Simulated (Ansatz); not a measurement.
**C₂H₇BSi: geometry and vibrations**

Aim: relax C₂H₇BSi from a cheap starting geometry, check the end point by its vibrations and derive ideal-gas thermochemistry, and look at its orbitals and charge.

The runs use Ansatz 0.2.0, Gaussian basis; RKS PBE0-D4/def2-TZVP.

Plan: relaxation at PBE-D4/def2-SVP; relaxation at PBE0-D4/def2-TZVP; harmonic vibrations at the same level; a single point in def2-TZVPP for the fields.

## Step 1: The system as given

SMILES `CB1C[SiH2]1`, 11 atoms, charge 0, spin multiplicity 1.

Atoms are counted from 1 here; the program's logs count them from 0.

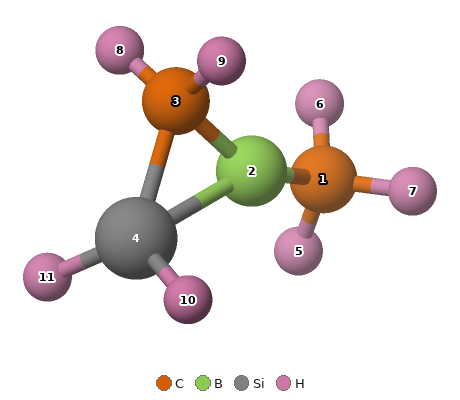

Start geometry, drawn with carbon orange, boron green, silicon grey, hydrogen pink; atoms are numbered from 1 in the order of the file.

The start is a force-field geometry with small random shifts, so a cheaper pass at PBE-D4/def2-SVP comes first.

## Step 2: Optimising with PBE-D4/def2-SVP (cheap first pass)

in.yaml reads:

```yaml
crystal:
  periodic: [false, false, false]
  atoms:
    - {symbol: C, position_ang: [-0.887300, 1.503700, -0.261100]}
    - {symbol: B, position_ang: [0.003500, 0.312700, 0.040000]}
    - {symbol: C, position_ang: [0.439600, -0.810800, 1.028000]}
    - {symbol: Si, position_ang: [0.931000, -1.424400, -0.580900]}
    - {symbol: H, position_ang: [-1.450500, 1.373400, -1.257700]}
    - {symbol: H, position_ang: [-1.688100, 1.669000, 0.534400]}
    - {symbol: H, position_ang: [-0.299300, 2.475400, -0.330200]}
    - {symbol: H, position_ang: [-0.329600, -1.316800, 1.537200]}
    - {symbol: H, position_ang: [1.361000, -0.512500, 1.690600]}
    - {symbol: H, position_ang: [2.172200, -1.109500, -1.130400]}
    - {symbol: H, position_ang: [-0.187100, -2.217300, -1.249400]}
basis:
  gaussian: {orbitals: def2-SVP}
hamiltonian: {xc: pbe, dispersion: d4}
relax: {f_tol: 0.03, max_steps: 200}
```

On the command line:

```
ansatz run in.yaml --threads 2 --pin off --events-out ev --progress --plain --max-ram 4352MiB
```

What it wrote, cut to the lines that bear on the results:

```text
Functional definition: PBE
  name "PBE"
  cite "Perdew, Burke & Ernzerhof, Phys. Rev. Lett. 77, 3865 (1996) doi:10.1103/PhysRevLett.77.3865"
  parent pbe
[...]
1072 factors; their error is unknown
[...]
mean field -10726.51968119 eV, -394.1923275876 hartree, gradient 1.8e-5 eV, S^2 0.000000; 0 other end points of the search recorded, 0 dependent functions left out
[...]
reference -10726.51971727 eV, -394.1923289133 hartree; 19, 19 occupied and 76, 76 virtual orbitals, 1072 factors
relax step   1: F+E_penalty+E_count = -10726.71701380 eV  Δ(F+E_penalty+E_count) = +0.000e0 eV  max|allowed force component| = 2.755e0 eV/Å  Δτ_max = 0.0000 Å  (29 SCF iters, accepted)
[...]
relax step   4: F+E_penalty+E_count = -10727.62382140 eV  Δ(F+E_penalty+E_count) = -4.899e-2 eV  max|allowed force component| = 4.528e-1 eV/Å  Δτ_max = 0.1999 Å  (29 SCF iters, accepted)
[...]
relax step   7: F+E_penalty+E_count = -10727.70062227 eV  Δ(F+E_penalty+E_count) = -1.594e-2 eV  max|allowed force component| = 7.350e-1 eV/Å  Δτ_max = 0.1698 Å  (28 SCF iters, accepted)
[...]
relax step  10: F+E_penalty+E_count = -10727.74149395 eV  Δ(F+E_penalty+E_count) = -1.184e-2 eV  max|allowed force component| = 1.948e-1 eV/Å  Δτ_max = 0.0830 Å  (29 SCF iters, accepted)
[...]
relax step  14: F+E_penalty+E_count = -10727.74963998 eV  Δ(F+E_penalty+E_count) = -1.550e-3 eV  max|allowed force component| = 2.216e-2 eV/Å  Δτ_max = 0.0239 Å  (28 SCF iters, accepted)
1072 factors; their error is unknown
[...]
mean field -10727.55126182 eV, -394.2302374765 hartree, gradient 2.2e-5 eV, S^2 0.000000; 1 other end points of the search recorded, 0 dependent functions left out
[...]
reference -10727.55129790 eV, -394.2302388026 hartree; 19, 19 occupied and 76, 76 virtual orbitals, 1072 factors
Total energy: -10727.74967606 eV, -394.2375290655 hartree
Atom 0 at    -1.006152     1.491378    -0.233051 Å, force     0.003337    -0.008951     0.008108 eV/Å
Atom 1 at     0.082082     0.403435     0.011904 Å, force     0.012093    -0.022159    -0.007839 eV/Å
Atom 2 at     0.412723    -0.620505     1.072337 Å, force    -0.008578     0.006542     0.009386 eV/Å
Atom 3 at     0.864427    -1.174895    -0.828711 Å, force    -0.005989     0.021684    -0.003839 eV/Å
Atom 4 at    -1.542267     1.378445    -1.196827 Å, force    -0.000643    -0.006136     0.002767 eV/Å
Atom 5 at    -1.735869     1.585249     0.597681 Å, force    -0.003232     0.004100     0.005256 eV/Å
Atom 6 at    -0.470089     2.466170    -0.303706 Å, force     0.002696     0.007362    -0.004894 eV/Å
Atom 7 at    -0.294748    -0.942331     1.862085 Å, force     0.006341     0.009470    -0.007830 eV/Å
Atom 8 at     1.460945    -0.821333     1.371389 Å, force    -0.005953    -0.003806     0.004317 eV/Å
Atom 9 at     2.278348    -1.668066    -0.734880 Å, force    -0.005224     0.000153     0.001419 eV/Å
Atom 10 at     0.015999    -2.154649    -1.597721 Å, force     0.005152    -0.008257    -0.006851 eV/Å
Dipole moment:    -0.035946     0.055136     0.075174 e Å
```

Wall time 21 s (2 threads of Arm Neoverse V2, shared host).

Step by step: (the energy doesn't fall at every step)

```csv
step,energy from step 1 (eV),largest force component (eV/Å)
1,0.0000,2.7553
2,-0.6769,1.2006
3,-0.8578,0.9631
4,-0.9068,0.4527
5,-0.9521,0.3930
6,-0.9677,0.1574
7,-0.9836,0.7350
8,-0.9990,0.4195
9,-1.0126,0.2606
10,-1.0245,0.1948
11,-1.0167,0.2557
12,-1.0311,0.0751
13,-1.0303,0.0721
14,-1.0326,0.0222
```

Distances of close pairs at the start and the end, largest changes first:

| bond | before (Å) | after (Å) | change (Å) |
| --- | --- | --- | --- |
| C3–Si4 | 1.791 | 2.031 | +0.240 |
| B2–Si4 | 2.065 | 1.952 | -0.113 |
| Si4–H10 | 1.393 | 1.500 | +0.107 |
| C3–H9 | 1.173 | 1.108 | -0.065 |
| C3–H8 | 1.052 | 1.108 | +0.056 |
| B2–C3 | 1.558 | 1.511 | -0.048 |
| C1–H5 | 1.152 | 1.109 | -0.044 |
| C1–B2 | 1.517 | 1.558 | +0.041 |

## Step 3: Optimising with PBE0-D4/def2-TZVP

in.yaml reads:

```yaml
crystal:
  periodic: [false, false, false]
  atoms:
    - {symbol: C, position_ang: [-1.006152, 1.491378, -0.233051]}
    - {symbol: B, position_ang: [0.082082, 0.403435, 0.011904]}
    - {symbol: C, position_ang: [0.412723, -0.620505, 1.072337]}
    - {symbol: Si, position_ang: [0.864427, -1.174895, -0.828711]}
    - {symbol: H, position_ang: [-1.542267, 1.378445, -1.196827]}
    - {symbol: H, position_ang: [-1.735869, 1.585249, 0.597681]}
    - {symbol: H, position_ang: [-0.470089, 2.466170, -0.303706]}
    - {symbol: H, position_ang: [-0.294748, -0.942331, 1.862085]}
    - {symbol: H, position_ang: [1.460945, -0.821333, 1.371389]}
    - {symbol: H, position_ang: [2.278348, -1.668066, -0.734880]}
    - {symbol: H, position_ang: [0.015999, -2.154649, -1.597721]}
basis:
  gaussian: {orbitals: def2-TZVP}
hamiltonian: {xc: pbe0, dispersion: d4}
relax: {f_tol: 0.005, max_steps: 150}
```

Launched as before.

What it wrote, cut to the lines that bear on the results:

```text
Functional definition: PBE0
  name "PBE0"
  cite "Adamo & Barone, J. Chem. Phys. 110, 6158 (1999) doi:10.1063/1.478522"
  cite "Perdew, Burke & Ernzerhof, Phys. Rev. Lett. 77, 3865 (1996) doi:10.1103/PhysRevLett.77.3865"
  parent pbe
[...]
1105 factors; their error is unknown
[...]
mean field -10734.70095204 eV, -394.4929837457 hartree, gradient 1.9e-5 eV, S^2 0.000000; 0 other end points of the search recorded, 0 dependent functions left out
[...]
reference -10734.70098606 eV, -394.4929849962 hartree; 19, 19 occupied and 153, 153 virtual orbitals, 1105 factors
relax step   1: F+E_penalty+E_count = -10734.86828934 eV  Δ(F+E_penalty+E_count) = +0.000e0 eV  max|allowed force component| = 4.821e-1 eV/Å  Δτ_max = 0.0000 Å  (28 SCF iters, accepted)
[...]
Atom 1 at     0.081227     0.395945     0.011253 Å, force    -0.000363     0.002286    -0.001622 eV/Å
Atom 2 at     0.376146    -0.653123     1.048351 Å, force     0.000489    -0.003180    -0.000474 eV/Å
Atom 3 at     0.870154    -1.170922    -0.797926 Å, force    -0.000130     0.000938    -0.000001 eV/Å
Atom 4 at    -1.614874     1.289117    -1.082009 Å, force     0.000486     0.000070     0.000696 eV/Å
Atom 5 at    -1.617319     1.684068     0.659520 Å, force     0.000072     0.000034    -0.000433 eV/Å
Atom 6 at    -0.461181     2.430547    -0.452482 Å, force    -0.000545    -0.001080     0.000147 eV/Å
Atom 7 at    -0.341745    -0.974672     1.801454 Å, force    -0.000105    -0.000153    -0.000140 eV/Å
Atom 8 at     1.401955    -0.829740     1.382345 Å, force     0.000335     0.000496    -0.000031 eV/Å
Atom 9 at     2.284726    -1.602970    -0.720822 Å, force    -0.000374     0.000105     0.000834 eV/Å
Atom 10 at     0.071452    -2.121904    -1.617107 Å, force    -0.000194    -0.000198     0.001014 eV/Å
Dipole moment:    -0.031094     0.041215     0.065083 e Å
```

Run time: 58 s. Hardware: 2 threads of Arm Neoverse V2, shared host.

Relaxation path: (the energy doesn't fall at every step)

| step | energy from step 1 (eV) | largest force component (eV/Å) |
| --- | --- | --- |
| 1 | 0.0000 | 0.4821 |
| 2 | -0.0380 | 0.2181 |
| 3 | -0.0443 | 0.0724 |
| 4 | -0.0418 | 0.1249 |
| 5 | -0.0455 | 0.0332 |
| 6 | -0.0445 | 0.0837 |
| 7 | -0.0459 | 0.0117 |
| 8 | -0.0459 | 0.0099 |
| 9 | -0.0460 | 0.0117 |
| 10 | -0.0461 | 0.0157 |
| 11 | -0.0461 | 0.0240 |
| 12 | -0.0462 | 0.0190 |
| 13 | -0.0462 | 0.0102 |
| 14 | -0.0462 | 0.0065 |
| 15 | -0.0462 | 0.0051 |
| 16 | -0.0462 | 0.0032 |

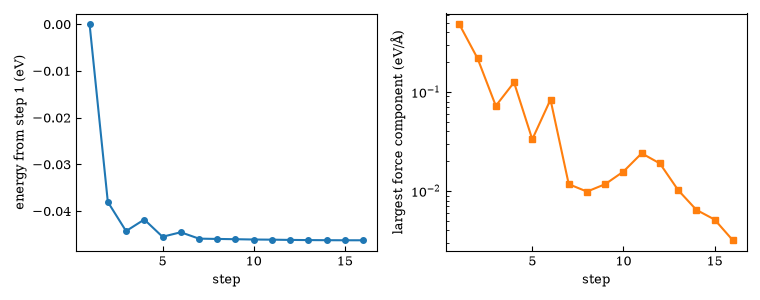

Energy and largest force along the relaxation.

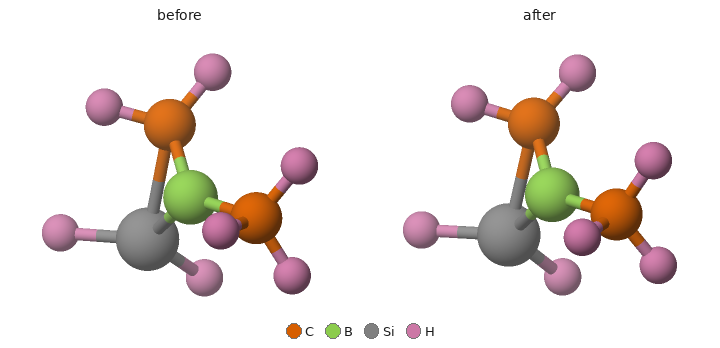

The geometry before (left) and after (right).

Close pairs (by a distance rule), those that changed most:

```csv
bond,before (Å),after (Å),change (Å)
C3–Si4,2.031,1.980,-0.051
B2–Si4,1.952,1.932,-0.020
Si4–H10,1.500,1.481,-0.019
Si4–H11,1.507,1.488,-0.019
C3–H8,1.108,1.089,-0.019
C1–H7,1.115,1.098,-0.017
C1–H6,1.110,1.093,-0.017
C3–H9,1.108,1.093,-0.015
```

Mulliken charges at the end point, from the run's report:

```csv
atom,value (e)
C1,-0.41
B2,0.10
C3,-0.40
Si4,-0.01
H5,0.15
H6,0.13
H7,0.15
H8,0.14
H9,0.17
H10,0.00
H11,-0.02
```

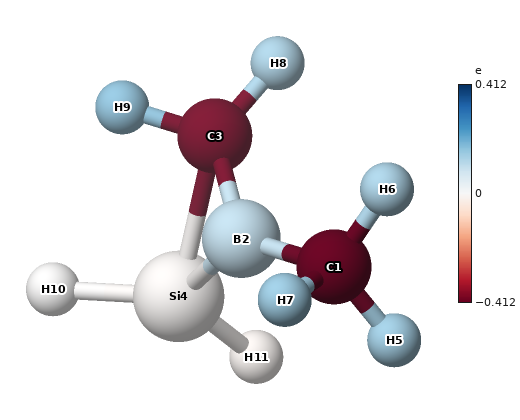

Mulliken charges at the end point, from the run's report, as colours on the atoms.

## Step 4: Vibrations by finite differences

in.yaml reads:

```yaml
crystal:
  periodic: [false, false, false]
  atoms:
    - {symbol: C, position_ang: [-0.985145, 1.496552, -0.212078]}
    - {symbol: B, position_ang: [0.081227, 0.395945, 0.011253]}
    - {symbol: C, position_ang: [0.376146, -0.653123, 1.048351]}
    - {symbol: Si, position_ang: [0.870154, -1.170922, -0.797926]}
    - {symbol: H, position_ang: [-1.614874, 1.289117, -1.082009]}
    - {symbol: H, position_ang: [-1.617319, 1.684068, 0.659520]}
    - {symbol: H, position_ang: [-0.461181, 2.430547, -0.452482]}
    - {symbol: H, position_ang: [-0.341745, -0.974672, 1.801454]}
    - {symbol: H, position_ang: [1.401955, -0.829740, 1.382345]}
    - {symbol: H, position_ang: [2.284726, -1.602970, -0.720822]}
    - {symbol: H, position_ang: [0.071452, -2.121904, -1.617107]}
basis:
  gaussian: {orbitals: def2-TZVP}
hamiltonian: {xc: pbe0, dispersion: d4}
phonons: {temperatures: {t_min: 298.15, t_max: 900, t_step: 200}}
```

Launched as before.

What it wrote, cut to the lines that bear on the results:

```text
Functional definition: PBE0
  name "PBE0"
  cite "Adamo & Barone, J. Chem. Phys. 110, 6158 (1999) doi:10.1063/1.478522"
  cite "Perdew, Burke & Ernzerhof, Phys. Rev. Lett. 77, 3865 (1996) doi:10.1103/PhysRevLett.77.3865"
  parent pbe
[...]
1105 factors; their error is unknown
[...]
mean field -10734.74651896 eV, -394.4946582992 hartree, gradient 2.3e-5 eV, S^2 0.000000; 0 other end points of the search recorded, 0 dependent functions left out
[...]
reference -10734.74655288 eV, -394.4946595457 hartree; 19, 19 occupied and 153, 153 virtual orbitals, 1105 factors
[...]
1105 factors; their error is unknown
mean field -10734.74635283 eV, -394.4946521940 hartree, gradient 2.1e-6 eV, S^2 0.000000; 0 other end points of the search recorded, 0 dependent functions left out
[...]
reference -10734.74638675 eV, -394.4946534405 hartree; 19, 19 occupied and 153, 153 virtual orbitals, 1105 factors
[...]
Atom 4 at    -1.614874     1.289117    -1.082009 Å, force     0.000487     0.000076     0.000700 eV/Å
Atom 5 at    -1.617319     1.684068     0.659520 Å, force     0.000063     0.000034    -0.000421 eV/Å
Atom 6 at    -0.461181     2.430547    -0.452482 Å, force    -0.000543    -0.001076     0.000148 eV/Å
Atom 7 at    -0.341745    -0.974672     1.801454 Å, force    -0.000105    -0.000154    -0.000151 eV/Å
Atom 8 at     1.401955    -0.829740     1.382345 Å, force     0.000345     0.000496    -0.000031 eV/Å
Atom 9 at     2.284726    -1.602970    -0.720822 Å, force    -0.000364     0.000095     0.000831 eV/Å
Atom 10 at     0.071452    -2.121904    -1.617107 Å, force    -0.000195    -0.000187     0.001017 eV/Å
Dipole moment:    -0.031093     0.041214     0.065084 e Å
Vibrations: 62.81 178.40 255.21 358.55 465.48 541.55 558.42 629.56 678.83 710.26 812.10 866.23 886.70 949.28 1031.44 1262.38 1337.52 1410.92 1439.04 1455.24 2211.84 2249.41 3029.89 3093.76 3095.77 3122.61 3160.39 cm⁻¹, zero-point energy 2.222639 eV
```

It took 2.9 min on 2 threads of Arm Neoverse V2, shared host.

Motions are named by where the mode's potential energy lies. Wavenumbers, unscaled:

```csv
mode,cm⁻¹,motion
1,63,torsion
2,178,bend with torsion
3,255,bend
4,359,bend with torsion
5,465,bend
6,542,bend
7,558,bend
8,630,bend with Si–C stretch
9,679,bend
10,710,bend
11,812,bend
12,866,bend
13,887,bend
14,949,bend
15,1031,bend
16,1262,bend with B–C stretch
17,1338,bend
18,1411,bend
19,1439,bend
20,1455,bend
21,2212,Si–H stretch
22,2249,Si–H stretch
23,3030,C–H stretch
24,3094,C–H stretch
25,3096,C–H stretch
26,3123,C–H stretch
27,3160,C–H stretch
```

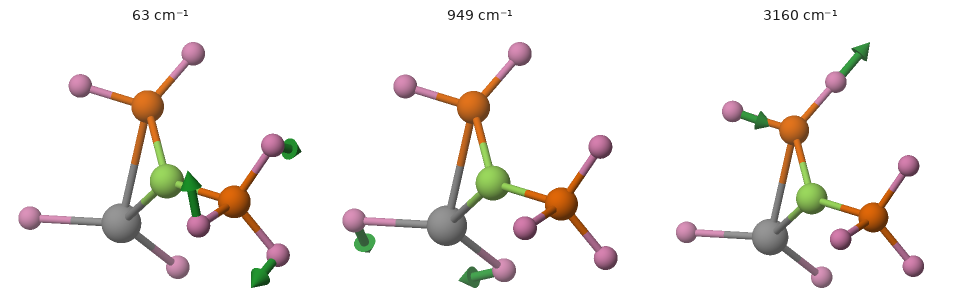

Displacements of 3 modes, as arrows.

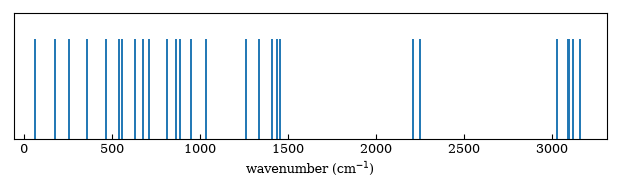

The harmonic wavenumbers as sticks (no intensities were computed).

Ideal gas, rigid rotor and harmonic oscillator at 298.15 K and 1 bar, with symmetry number 1:

```
                term            value
   zero-point energy     214.5 kJ/mol
          H(298) − E     233.7 kJ/mol
entropy, translation  161.8 J/(mol K)
   entropy, rotation  105.7 J/(mol K)
  entropy, vibration   55.3 J/(mol K)
      entropy, total  322.7 J/(mol K)
```

## Step 5: Orbitals, density and potential

Changes to in.yaml since step 4:

```diff
@@ -15,4 +15,4 @@
 basis:
-  gaussian: {orbitals: def2-TZVP}
+  gaussian: {orbitals: def2-TZVPP}
 hamiltonian: {xc: pbe0, dispersion: d4}
-phonons: {temperatures: {t_min: 298.15, t_max: 900, t_step: 200}}
+output: {orbitals: {seedname: orbitals}}
```

The command is unchanged.

What it wrote:

```text
Functional definition: PBE0
  name "PBE0"
  cite "Adamo & Barone, J. Chem. Phys. 110, 6158 (1999) doi:10.1063/1.478522"
  cite "Perdew, Burke & Ernzerhof, Phys. Rev. Lett. 77, 3865 (1996) doi:10.1103/PhysRevLett.77.3865"
  parent pbe
  parameter a = 0.25
  parameter kappa = 0.804
  parameter beta = 0.06672455060314922
  exchange = (1 - a)*pbe_x(kappa = kappa, mu = beta*pi^2/3) + a*exact_x
  correlation = pbe_c(beta = beta)
1233 factors; their error is unknown
mean field evaluation 1: about -10723.7633 eV, gradient 6.8e1 eV
mean field evaluation 2: about -10712.0573 eV, gradient 8.8e1 eV
mean field evaluation 4: about -10734.7192 eV, gradient 5.4e0 eV
mean field evaluation 8: about -10734.7956 eV, gradient 5.4e-2 eV
mean field evaluation 16: about -10734.8035 eV, gradient 7.9e-5 eV
mean field -10734.80349210 eV, -394.4967520236 hartree, gradient 7.9e-5 eV, S^2 0.000000; 0 other end points of the search recorded, 0 dependent functions left out
reference -10734.80352661 eV, -394.4967532917 hartree; 19, 19 occupied and 214, 214 virtual orbitals, 1233 factors
Total energy: -10734.97152794 eV, -394.5029272266 hartree
```

Run time: 3.6 s. Hardware: 2 threads of Arm Neoverse V2, shared host; peak memory 0.46 GiB.

Orbitals, density, ELF and potential are computed afterwards from the orbital file.

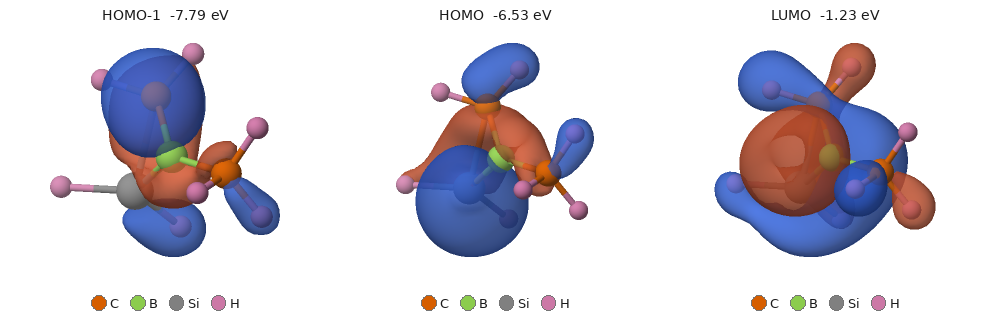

PBE0-D4/def2-TZVPP orbitals near the gap, drawn at the value that encloses 70 % of each; the two colours are the two signs.

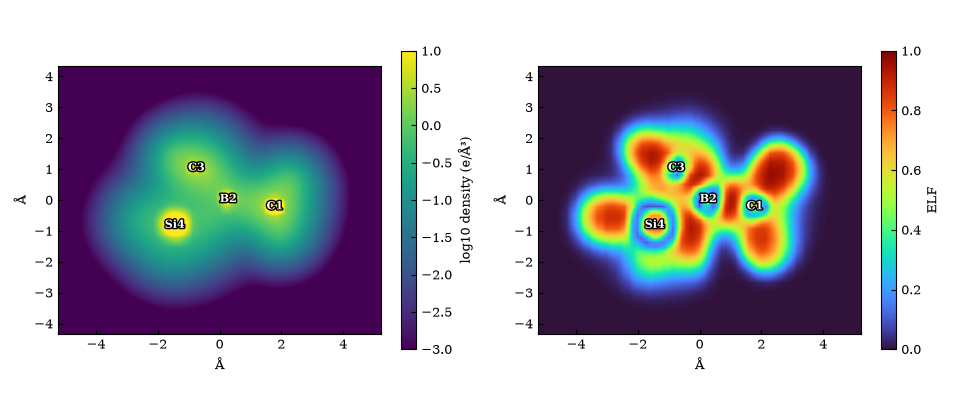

Density (left) and ELF (right) in a plane through or near 4 of the atoms.

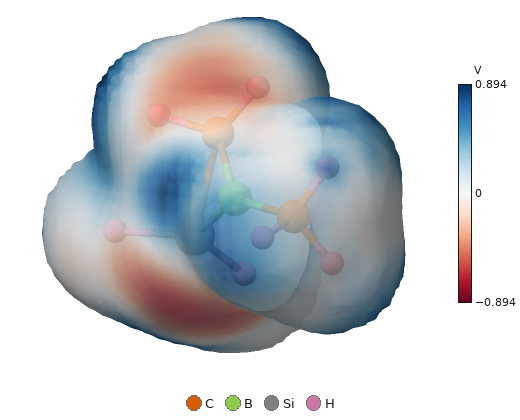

The potential that a unit positive charge feels on the 0.002 e/bohr³ surface, from the 1st to the 99th percentile, from -0.55 V near B2 to 0.89 V near H9.

## Step 6: Outcome

| quantity | value |
| --- | --- |
| point group | C1 |
| steps | 14 + 16 |
| shift from the start (rms) | 0.346 Å |
| total energy | -10734.9146 eV |
| dispersion term | -168 meV |
| dipole moment | 0.40 D |
| lowest, highest wavenumber | 63, 3160 cm⁻¹ |
| zero-point energy | 214.5 kJ/mol |
| entropy at 298.15 K | 322.7 J/(mol K) |
| HOMO, LUMO | -6.53, -1.23 eV |

In words: The atoms moved 0.35 Å (rms) from the start; the bond that changed most is C3–Si4, from 1.791 to 1.980 Å. No mode is imaginary: a true minimum at this level. The stiffest mode, 3160 cm⁻¹, is a C–H stretch, and 2 modes under 200 cm⁻¹ make the vibrational entropy uncertain. Harmonic hybrid wavenumbers usually lie a few per cent above measured fundamentals. The largest Mulliken charge, -0.41 e, sits on C1. The HOMO lies mostly on Si4 34 %; B2 28 % and the LUMO on B2 48 %; Si4 14 %.
